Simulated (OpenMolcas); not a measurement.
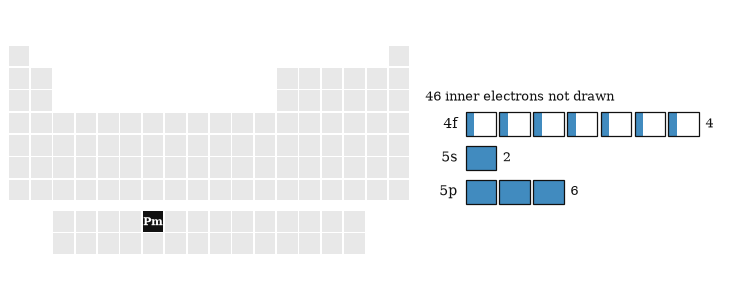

Left, the place of promethium in the periodic table; right, the outer shells of the leading configuration of the lowest level: a box for each of the 2l + 1 orbitals, shaded by the share of the shell that is filled, with the electron count at the right.

**Multiconfigurational calculation for Pm³⁺ (part 1 of 2)**

Pm³⁺, among 8 point charges of −1 e at 3.14 Å, hexagonal bipyramid (D6h), axial distortion 0.93, whose field is part of the energies. Computed at this level: state-averaged CASSCF, active space 4 electrons in the shell 4f, basis ANO-RCC-VTZP, DKH2 scalar Hamiltonian, spin-orbit coupling by RASSI with atomic mean-field integrals (OpenMolcas).

Key numbers:

- outcome: converged
- energy of the lowest spin-free term: −10015.02151 hartree
- energy of the lowest spin-orbit level: −10015.04127 hartree
- largest spread among components of a term: 0.4 cm⁻¹
- hardware: 1 thread of Arm Neoverse N1, 24 GiB of memory available, shared host
- wall time: 1.8 min

Remarks:

Without dynamic correlation the splittings between terms come out too large, often by 20 to 50 %. Limits: high states of lower spin left out of the spin-orbit mixing; point charges have no covalency; spin-free states above about 39,000 cm⁻¹ are left out of the spin-orbit step.

Input file:
```
&GATEWAY
Coord
1

Pm 0.0 0.0 0.0
Basis=ANO-RCC-VTZP
Group=XYZ
NoMove
AngMom=0.0 0.0 0.0
AMFI
XField
4 Angstrom 0
3.140000 0.000000 0.000000 -1.000000
1.570000 2.719320 0.000000 -1.000000
1.570000 -2.719320 0.000000 -1.000000
0.000000 0.000000 2.920200 -1.000000
&SEWARD
&RASSCF
FileOrb=start.orb
Symmetry=1
Spin=5
nActEl=4 0 0
Inactive=15 12
Ras2=0 7
CIRoot=35 35 1
SDav=35
CIMx=300
Iter=120 100
PrWF=0.3
OrbListing=Nothing
MaxOrb=0
>>> COPY $Project.JobIph JOB001
&RASSCF
FileOrb=start.orb
Symmetry=1
Spin=3
nActEl=4 0 0
Inactive=15 12
Ras2=0 7
CIRoot=162 162 1
SDav=210
CIMx=300
Iter=120 100
PrWF=0.3
OrbListing=Nothing
MaxOrb=0
CIOnly
>>> COPY $Project.JobIph JOB002
&RASSCF
FileOrb=start.orb
Symmetry=1
Spin=1
nActEl=4 0 0
Inactive=15 12
Ras2=0 7
CIRoot=162 162 1
SDav=196
CIMx=300
Iter=120 100
PrWF=0.3
OrbListing=Nothing
MaxOrb=0
CIOnly
>>> COPY $Project.JobIph JOB003
&RASSI
NrOfJobIphs=3 33 106 31
1 2 3 4 5 6 7 8 9 10 11 12 13 14 15 16 17 18 19 20 21 22 23 24 25 26 27
28 29 30 31 32 33
1 2 3 4 5 6 7 8 9 10 11 12 13 14 15 16 17 18 19 20 21 22 23 24 25 26 27
28 29 30 31 32 33 34 35 36 37 38 39 40 41 42 43 44 45 46 47 48 49 50 51
52 53 54 55 56 57 58 59 60 61 62 63 64 65 66 67 68 69 70 71 72 73 74 75
76 77 78 79 80 81 82 83 84 85 86 87 88 89 90 91 92 93 94 95 96 97 98 99
100 101 102 103 104 105 106
1 2 3 4 5 6 7 8 9 10 11 12 13 14 15 16 17 18 19 20 21 22 23 24 25 26 27
28 29 30 31
IphNames
JOB001
JOB002
JOB003
EJob
SpinOrbit
DIPRint=1.0
SOCoupling=1000.0
Subsets=2
Property=9
'ANGMOM' 1 'ANGMOM' 2 'ANGMOM' 3 'MLTPL  1' 1 'MLTPL  1' 2 'MLTPL  1' 3
'AMFI' 1 'AMFI' 2 'AMFI' 3
SOProperty=3
'ANGMOM' 1 'ANGMOM' 2 'ANGMOM' 3
```

The file start.orb holds starting orbitals from an earlier step. A driver script formed the levels outside the program, from RASSI's spin-orbit matrix and the active-space energies, averaged over the components of each term or state.

Command:
```bash
OMP_NUM_THREADS=1 MOLCAS_MEM=2252 MOLCAS_PROJECT=a pymolcas a.inp > a.log  # once for each step of the input, in one work folder
```

The program's output (extracts):
```
--- SEWARD ---
Basis set label: PM.ANO-RCC...8S7P5D3F2G1H.

      Electronic valence basis set:
      ------------------
      Associated Effective Charge  61.000000 au
      Associated Actual Charge     61.000000 au
      Nuclear Model: Point charge

      Shell  nPrim  nBasis  Cartesian Spherical Contaminant
         s      25       8        X
         p      22       7        X
         d      15       5                 X
         f      11       3                 X
         g       4       2                 X
         h       2       1                 X
                  Relativistic Douglas-Kroll-Hess integrals:
                    - DKH order of Hamiltonian: 2
                    - DKH order of Properties : 0
                  Atomic mean-field integrals
--- RASSCF ---
Wave function specifications:
      -----------------------------

      Number of closed shell electrons          54
      Number of electrons in active shells       4
      Max number of holes in RAS1 space          0
      Max nr of electrons in RAS3 space          0
      Number of inactive orbitals               27
      Number of active orbitals                  7
      Number of secondary orbitals              70
      Spin quantum number                      2.0
      State symmetry                             1
Orbital specifications:
      -----------------------

      Symmetry species                           1   2
                                                ag  au
      Frozen orbitals                            0   0
      Inactive orbitals                         15  12
      Active orbitals                            0   7
      RAS1 orbitals                              0   0
      RAS2 orbitals                              0   7
      RAS3 orbitals                              0   0
      Secondary orbitals                        36  34
      Deleted orbitals                           0   0
      Number of basis functions                 51  53
      Number of CSFs                            35
      Number of root(s) required                35
      Iter CI   SX   CI       RASSCF       Energy    max ROT     max BLB   max BLB  Level Ln srch  Step   QN
          iter iter root      energy       change     param      element    value   shift minimum  type update
 Nr of preliminary CI iterations:   1
      Total energies have been shifted. Add               -10000.00 au
        1   1   12    0   -14.80457134    0.00E+00  -1.06E-01*  10  23 2 -2.85E-01*  0.00   0.00    SX    NO
        2   1   13    0   -14.90682656   -1.02E-01* -7.30E-02   11  20 1 -1.48E-01*  0.44   0.00    SX    NO
        3   1   13    0   -14.94013941   -3.33E-02*  3.90E-02   12  21 1  7.88E-02*  0.20   0.00    SX    NO
        4   1   13    0   -14.94709556   -6.96E-03* -2.72E-02   13  22 1 -4.82E-02*  0.33   0.00    SX    NO
        5   1   13    0   -14.95039846   -3.30E-03* -9.82E-03   11  20 1  3.01E-02*  0.25   0.63    QN   YES
        6   1   11    0   -14.95227745   -1.88E-03* -4.20E-04   12  21 1  1.24E-03*  0.28   1.03    QN   YES
        7   1    9    0   -14.95227944   -1.99E-06*  3.97E-04   16  25 2 -9.33E-05   0.28   0.91    QN   YES
        8   1    9    0   -14.95227951   -6.39E-08* -3.64E-04    9  18 1  9.43E-05   0.28   0.59    SX   YES
        9   1    9    0   -14.95227951   -2.04E-09   4.01E-04   16  28 2 -7.98E-05   0.28   0.50    SX   YES
      Convergence after  9 iterations
       10   1    9    0   -14.95227950    4.87E-09   4.01E-04   16  28 2  8.82E-05   0.28   0.50    SX   YES
      Natural orbitals and occupation numbers for root  1
      sym 2:   0.998619   0.536988   0.537500   0.001381   1.000000   0.462500   0.463013
      Natural orbitals and occupation numbers for root  2
      sym 2:   0.537502   0.001381   0.998619   0.463012   1.000000   0.536988   0.462499
      Natural orbitals and occupation numbers for root  3
      sym 2:   0.396665   0.540574   0.750036   0.522755   0.457931   0.604829   0.727209
::    RASSCF root number  1 Total energy: -10015.02150732
::    RASSCF root number  2 Total energy: -10015.02150732
::    RASSCF root number  3 Total energy: -10015.02144868
::    RASSCF root number  4 Total energy: -10015.02144868
::    RASSCF root number  5 Total energy: -10015.02134499
::    RASSCF root number  6 Total energy: -10015.02134370
::    RASSCF root number  7 Total energy: -10015.02133883
::    RASSCF root number  8 Total energy: -10015.02125869
::    RASSCF root number  9 Total energy: -10015.02114870
::    RASSCF root number 10 Total energy: -10015.02114870
::    RASSCF root number 11 Total energy: -10015.02105064
::    RASSCF root number 12 Total energy: -10015.02105064
::    RASSCF root number 13 Total energy: -10015.02101534
::    RASSCF root number 14 Total energy: -10014.95248227
::    RASSCF root number 15 Total energy: -10014.95248227
::    RASSCF root number 16 Total energy: -10014.95240504
::    RASSCF root number 17 Total energy: -10014.95240504
::    RASSCF root number 18 Total energy: -10014.95229778
::    RASSCF root number 19 Total energy: -10014.95228505
::    RASSCF root number 20 Total energy: -10014.95198330
::    RASSCF root number 21 Total energy: -10014.95193976
::    RASSCF root number 22 Total energy: -10014.91309291
::    RASSCF root number 23 Total energy: -10014.91303968
::    RASSCF root number 24 Total energy: -10014.91303968
::    RASSCF root number 25 Total energy: -10014.91296716
::    RASSCF root number 26 Total energy: -10014.91296716
::    RASSCF root number 27 Total energy: -10014.91268974
::    RASSCF root number 28 Total energy: -10014.91268974
::    RASSCF root number 29 Total energy: -10014.91259626
::    RASSCF root number 30 Total energy: -10014.91254942
--- RASSCF ---
Wave function specifications:
      -----------------------------

      Number of closed shell electrons          54
      Number of electrons in active shells       4
      Max number of holes in RAS1 space          0
      Max nr of electrons in RAS3 space          0
      Number of inactive orbitals               27
      Number of active orbitals                  7
      Number of secondary orbitals              70
      Spin quantum number                      1.0
      State symmetry                             1
Orbital specifications:
      -----------------------

      Symmetry species                           1   2
                                                ag  au
      Frozen orbitals                            0   0
      Inactive orbitals                         15  12
      Active orbitals                            0   7
      RAS1 orbitals                              0   0
      RAS2 orbitals                              0   7
      RAS3 orbitals                              0   0
      Secondary orbitals                        36  34
      Deleted orbitals                           0   0
      Number of basis functions                 51  53
      Number of CSFs                           210
      Number of root(s) required               162
      Iter CI   SX   CI       RASSCF       Energy    max ROT     max BLB   max BLB  Level Ln srch  Step   QN
          iter iter root      energy       change     param      element    value   shift minimum  type update
 Nr of preliminary CI iterations:   1
        1   1    0    0-10014.85838304    0.00E+00   0.00E+00   17  33 2 -6.26E-03*  0.00   0.00    SX    NO
      Natural orbitals and occupation numbers for root  1
      sym 2:   0.604215   0.545373   0.553716   0.548517   0.604215   0.571982   0.571982
      Natural orbitals and occupation numbers for root  2
      sym 2:   0.549037   0.546404   0.597944   0.540078   0.601412   0.591898   0.573229
      Natural orbitals and occupation numbers for root  3
      sym 2:   0.539894   0.597691   0.601382   0.546291   0.591927   0.549150   0.573666
::    RASSCF root number  1 Total energy: -10014.93903579
::    RASSCF root number  2 Total energy: -10014.93902695
::    RASSCF root number  3 Total energy: -10014.93902695
::    RASSCF root number  4 Total energy: -10014.93900229
::    RASSCF root number  5 Total energy: -10014.93900229
::    RASSCF root number  6 Total energy: -10014.93896806
::    RASSCF root number  7 Total energy: -10014.93896633
::    RASSCF root number  8 Total energy: -10014.93892991
::    RASSCF root number  9 Total energy: -10014.93892991
::    RASSCF root number 10 Total energy: -10014.93892190
::    RASSCF root number 11 Total energy: -10014.93892190
::    RASSCF root number 12 Total energy: -10014.93890070
::    RASSCF root number 13 Total energy: -10014.93890070
::    RASSCF root number 14 Total energy: -10014.93889200
::    RASSCF root number 15 Total energy: -10014.93889192
::    RASSCF root number 16 Total energy: -10014.91633829
::    RASSCF root number 17 Total energy: -10014.91633829
::    RASSCF root number 18 Total energy: -10014.91619292
::    RASSCF root number 19 Total energy: -10014.91617442
::    RASSCF root number 20 Total energy: -10014.91614568
::    RASSCF root number 21 Total energy: -10014.91614568
::    RASSCF root number 22 Total energy: -10014.91591489
::    RASSCF root number 23 Total energy: -10014.91591489
::    RASSCF root number 24 Total energy: -10014.91568711
::    RASSCF root number 25 Total energy: -10014.91568711
::    RASSCF root number 26 Total energy: -10014.91559922
::    RASSCF root number 27 Total energy: -10014.90753257
::    RASSCF root number 28 Total energy: -10014.90751416
::    RASSCF root number 29 Total energy: -10014.90751416
::    RASSCF root number 30 Total energy: -10014.90749614
--- RASSCF ---
Wave function specifications:
      -----------------------------

      Number of closed shell electrons          54
      Number of electrons in active shells       4
      Max number of holes in RAS1 space          0
      Max nr of electrons in RAS3 space          0
      Number of inactive orbitals               27
      Number of active orbitals                  7
      Number of secondary orbitals              70
      Spin quantum number                      0.0
      State symmetry                             1
Orbital specifications:
      -----------------------

      Symmetry species                           1   2
                                                ag  au
      Frozen orbitals                            0   0
      Inactive orbitals                         15  12
      Active orbitals                            0   7
      RAS1 orbitals                              0   0
      RAS2 orbitals                              0   7
      RAS3 orbitals                              0   0
      Secondary orbitals                        36  34
      Deleted orbitals                           0   0
      Number of basis functions                 51  53
      Number of CSFs                           196
      Number of root(s) required               162
      Iter CI   SX   CI       RASSCF       Energy    max ROT     max BLB   max BLB  Level Ln srch  Step   QN
          iter iter root      energy       change     param      element    value   shift minimum  type update
 Nr of preliminary CI iterations:   1
        1   1    0    0-10014.78878320    0.00E+00   0.00E+00   17  33 2 -1.09E-02*  0.00   0.00    SX    NO
      Natural orbitals and occupation numbers for root  1
      sym 2:   0.373905   0.949084   0.419615   0.680194   0.419613   0.477394   0.680194
      Natural orbitals and occupation numbers for root  2
      sym 2:   0.875388   0.669034   0.407409   0.751772   0.217117   0.470254   0.609025
      Natural orbitals and occupation numbers for root  3
      sym 2:   0.227576   0.878911   0.724990   0.644901   0.341130   0.552857   0.629636
::    RASSCF root number  1 Total energy: -10014.88886603
::    RASSCF root number  2 Total energy: -10014.88886028
::    RASSCF root number  3 Total energy: -10014.88886028
::    RASSCF root number  4 Total energy: -10014.88884345
::    RASSCF root number  5 Total energy: -10014.88884345
::    RASSCF root number  6 Total energy: -10014.88882762
::    RASSCF root number  7 Total energy: -10014.88875702
::    RASSCF root number  8 Total energy: -10014.88871774
::    RASSCF root number  9 Total energy: -10014.88871774
::    RASSCF root number 10 Total energy: -10014.88863047
::    RASSCF root number 11 Total energy: -10014.88863047
::    RASSCF root number 12 Total energy: -10014.88850953
::    RASSCF root number 13 Total energy: -10014.88850696
::    RASSCF root number 14 Total energy: -10014.88835753
::    RASSCF root number 15 Total energy: -10014.88835753
::    RASSCF root number 16 Total energy: -10014.88819883
::    RASSCF root number 17 Total energy: -10014.88819883
::    RASSCF root number 18 Total energy: -10014.87374075
::    RASSCF root number 19 Total energy: -10014.87374075
::    RASSCF root number 20 Total energy: -10014.87359648
::    RASSCF root number 21 Total energy: -10014.87353574
::    RASSCF root number 22 Total energy: -10014.87353574
::    RASSCF root number 23 Total energy: -10014.86254680
::    RASSCF root number 24 Total energy: -10014.86251765
::    RASSCF root number 25 Total energy: -10014.86218618
::    RASSCF root number 26 Total energy: -10014.86218618
::    RASSCF root number 27 Total energy: -10014.86216183
::    RASSCF root number 28 Total energy: -10014.86216183
::    RASSCF root number 29 Total energy: -10014.86169848
::    RASSCF root number 30 Total energy: -10014.86169848
```

(Continued in part 2.)
